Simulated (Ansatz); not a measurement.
**CCSD/STO-3G run of AlCl2F (SMILES [F][Al]([Cl])[Cl])**

Aim: the energy change on altering one bond length of AlCl2F at CCSD/STO-3G, from 2 runs. 

The results are computed with Ansatz 0.2.0.

61 further runs of the same task are left out: 5 that didn't finish, 56 set aside as unsound or not needed.

## Step 1: The structure to begin with

AlCl2F has 4 atoms, charge 0, and is taken as a singlet. SMILES: `[F][Al]([Cl])[Cl]`. The coordinates come from a PBE0-D4/def2-TZVP relaxation.

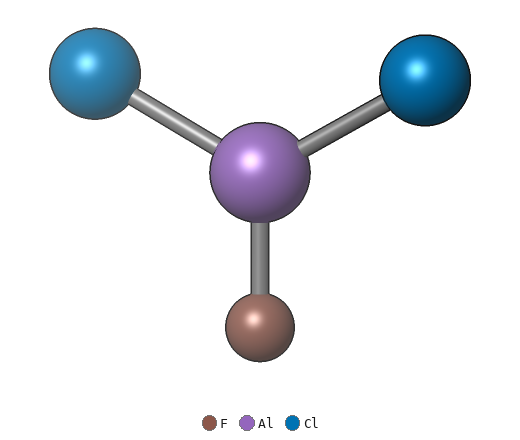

Viewed from a chosen angle; fluorine brown, aluminium purple, chlorine blue.

## Step 2: A single-point energy at CCSD/STO-3G

input.yaml

```yaml
crystal:
  periodic: [false, false, false]
  atoms:
    - symbol: F
      position_ang: [0.087420, 0.388220, 1.682350]
    - symbol: Al
      position_ang: [0.004800, 0.021530, 0.093600]
    - symbol: Cl
      position_ang: [1.223040, -1.463690, -0.663450]
    - symbol: Cl
      position_ang: [-1.315270, 1.053930, -1.112510]
basis:
  gaussian:
    orbitals: STO-3G
scf:
  omitted_lower_state_checks: [cluster_reference, increment]
accuracy: high
correlation:
  method: ccsd
  frozen_orbitals: {Al: 5, Cl: 5, F: 1}
```

Launch:

```bash
$ ansatz run input.yaml --threads 1 --pin off --max-ram 3480MiB --events-out events.jsonl --progress --plain --runs-dir runs
```

Standard output:

```text
Warning: RAYON_NUM_THREADS=1 ignored (pool sized by the plan → 1); use --threads N
Functional definition: HF
  name "HF"
  exchange = exact_x
  correlation = 0
these checks for a lower state are left out or cut short: cluster_reference, increment
603 factors; integrals over basis functions are off by at most 2.8e-8 eV
mean field evaluation 1: about -33914.4348 eV, gradient 2.6e1 eV
mean field evaluation 2: about -33914.4556 eV, gradient 2.6e1 eV
mean field evaluation 4: about -33917.3960 eV, gradient 8.2e-1 eV
mean field evaluation 8: about -33917.3984 eV, gradient 2.6e-2 eV
mean field -33917.39838949 eV, -1246.4414007754 hartree, gradient 6.1e-8 eV, S^2 0.000000; 0 other end points of the search recorded, 0 dependent functions left out
16 core orbitals not correlated: weight in the atoms' cores, before any rotation towards them, 0.999 or more for the frozen orbitals, at most 0.000 for the correlated occupied ones
reference -33917.39838949 eV, -1246.4414007754 hartree; 12, 12 occupied and 4, 4 virtual orbitals, 603 factors
second order -1.29914723 eV of doubles, -0.00000000 eV of singles
cycle   1  -1.38504264 eV  change   -8.6e-2 eV  update   7.2e-2
cycle   2  -1.51187763 eV  change   -1.3e-1 eV  update   2.2e-2
cycle   3  -1.53740451 eV  change   -2.6e-2 eV  update   1.3e-2
cycle   4  -1.53785865 eV  change   -4.5e-4 eV  update   2.1e-3
cycle   5  -1.53748454 eV  change    3.7e-4 eV  update   9.0e-4
cycle   6  -1.53754861 eV  change   -6.4e-5 eV  update   2.6e-4
cycle   7  -1.53755230 eV  change   -3.7e-6 eV  update   9.0e-5
cycle   8  -1.53752510 eV  change    2.7e-5 eV  update   2.5e-5
cycle   9  -1.53752482 eV  change    2.7e-7 eV  update   6.7e-6
cycle  10  -1.53752793 eV  change   -3.1e-6 eV  update   1.8e-6
cycle  11  -1.53752826 eV  change   -3.3e-7 eV  update   4.8e-7
cycle  12  -1.53752823 eV  change    2.9e-8 eV  update   1.2e-7
cycle  13  -1.53752819 eV  change    4.3e-8 eV  update   3.5e-8
cycle  14  -1.53752819 eV  change   -1.1e-9 eV  update   1.4e-8
cycle  15  -1.53752777 eV  change    4.3e-7 eV  update   9.9e-8
cycle  16  -1.53752773 eV  change    3.6e-8 eV  update   4.0e-8
cycle  17  -1.53752772 eV  change    1.3e-8 eV  update   9.9e-9
cycle  18  -1.53752772 eV  change   7.7e-12 eV  update   2.6e-9
Total energy: -33918.93591721 eV, -1246.4979038768 hartree
Checks for a lower state left out: cluster_reference, increment
```

Wall time 0.38 s (1 thread of Arm Neoverse V1, shared host).

## Step 3: The distorted shape

input.yaml

```yaml
crystal:
  periodic: [false, false, false]
  atoms:
    - {symbol: F, position_ang: [0.108077, 0.479901, 2.079574]}
    - {symbol: Al, position_ang: [0.004800, 0.021530, 0.093600]}
    - {symbol: Cl, position_ang: [1.223040, -1.463690, -0.663450]}
    - {symbol: Cl, position_ang: [-1.315270, 1.053930, -1.112510]}
basis:
  gaussian: {orbitals: STO-3G}
total_charge: 0
correlation: {method: ccsd, frozen_orbitals: {Al: 5, Cl: 5, F: 1}}
accuracy: high
scf: {omitted_lower_state_checks: [cluster_reference, increment]}
```

Launch:

```bash
$ ansatz run input.yaml --threads 1 --pin off --max-ram 3480MiB --events-out events.jsonl --progress --plain --runs-dir runs
```

Standard output:

```text
Warning: RAYON_NUM_THREADS=1 ignored (pool sized by the plan → 1); use --threads N
[... 4 set-up lines as earlier in the session ...]
these checks for a lower state are left out or cut short: cluster_reference, increment
590 factors; integrals over basis functions are off by at most 2.9e-8 eV
mean field evaluation 1: about -33910.1117 eV, gradient 2.9e1 eV
mean field evaluation 2: about -33910.1268 eV, gradient 2.9e1 eV
mean field evaluation 4: about -33914.9820 eV, gradient 1.8e0 eV
mean field evaluation 8: about -33915.0073 eV, gradient 5.7e-2 eV
mean field -33915.00727162 eV, -1246.3535288145 hartree, gradient 7.3e-9 eV, S^2 0.000000; 0 other end points of the search recorded, 0 dependent functions left out; unrestricted orbitals would lower it
16 core orbitals not correlated: weight in the atoms' cores, before any rotation towards them, 0.999 or more for the frozen orbitals, at most 0.000 for the correlated occupied ones
reference -33915.00727162 eV, -1246.3535288145 hartree; 12, 12 occupied and 4, 4 virtual orbitals, 590 factors
second order -1.55698859 eV of doubles, -0.00000000 eV of singles
cycle   1  -1.82364075 eV  change   -2.7e-1 eV  update   9.0e-2
cycle   2  -2.04564443 eV  change   -2.2e-1 eV  update   3.4e-2
cycle   3  -2.10683021 eV  change   -6.1e-2 eV  update   1.9e-2
cycle   4  -2.10895817 eV  change   -2.1e-3 eV  update   3.7e-3
cycle   5  -2.10878031 eV  change    1.8e-4 eV  update   1.6e-3
cycle   6  -2.10946686 eV  change   -6.9e-4 eV  update   4.6e-4
cycle   7  -2.10958714 eV  change   -1.2e-4 eV  update   2.0e-4
cycle   8  -2.10949901 eV  change    8.8e-5 eV  update   8.0e-5
cycle   9  -2.10949552 eV  change    3.5e-6 eV  update   3.8e-5
cycle  10  -2.10953009 eV  change   -3.5e-5 eV  update   1.2e-5
cycle  11  -2.10953195 eV  change   -1.9e-6 eV  update   3.8e-6
cycle  12  -2.10953230 eV  change   -3.5e-7 eV  update   1.5e-6
cycle  13  -2.10953108 eV  change    1.2e-6 eV  update   5.6e-7
cycle  14  -2.10953136 eV  change   -2.8e-7 eV  update   1.6e-7
cycle  15  -2.10953153 eV  change   -1.7e-7 eV  update   5.5e-8
cycle  16  -2.10953158 eV  change   -4.8e-8 eV  update   2.7e-8
cycle  17  -2.10953115 eV  change    4.3e-7 eV  update   1.0e-7
cycle  18  -2.10953110 eV  change    5.2e-8 eV  update   3.6e-8
cycle  19  -2.10953109 eV  change    7.7e-9 eV  update   1.6e-8
cycle  20  -2.10953109 eV  change   -1.6e-9 eV  update   7.5e-9
cycle  21  -2.10953109 eV  change    1.5e-9 eV  update   4.2e-9
cycle  22  -2.10953109 eV  change    2.4e-9 eV  update   2.1e-9
Total energy: -33917.11680271 eV, -1246.4310526520 hartree
Checks for a lower state left out: cluster_reference, increment
```

It took 0.38 s on 1 thread of Arm Neoverse V1, shared host.

## Step 4: Outcome

Level: CCSD/STO-3G, 16 core orbitals frozen.

| quantity | value |
| --- | --- |
| first shape: total energy | -1246.49790 Eh |
| first shape: correlation energy (16 core orbitals frozen) | -56.5 mEh |
| first shape: T1 diagnostic | 0.012 |
| distorted shape: total energy | -1246.43105 Eh |
| distorted shape: correlation energy (16 core orbitals frozen) | -77.5 mEh |
| distorted shape: T1 diagnostic | 0.015 |
| energy change with the F1–Al2 bond stretched from 1.633 to 2.041 Å | 1.819 eV |

What this shows: With the F1–Al2 bond stretched from 1.633 to 2.041 Å the energy rises by 1.82 eV (42 kcal/mol). The first shape isn't relaxed at this level, so the change isn't measured from a minimum. The minimal basis adds a large error of its own. The restricted solution (distorted shape) is unstable to spin breaking: an unrestricted one lies lower.
